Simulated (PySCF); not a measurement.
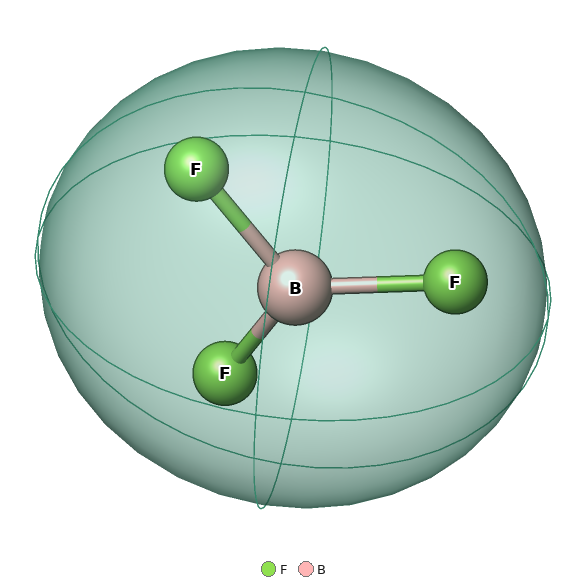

The ellipsoid shows the static dipole polarisability: its half-axes are proportional to the principal values. Geometry: a frame of a GFN2-xTB molecular-dynamics simulation, not a minimum. Method: PBE0/def2-SVPD (PySCF 2.14.0).

Give the principal values, the mean and the anisotropy.

Principal values 12.8, 15.6, 16.0 bohr³; mean 14.8 bohr³ (2.20 Å³); anisotropy 3.1 bohr³, so the longest axis is 1.25 times the shortest.
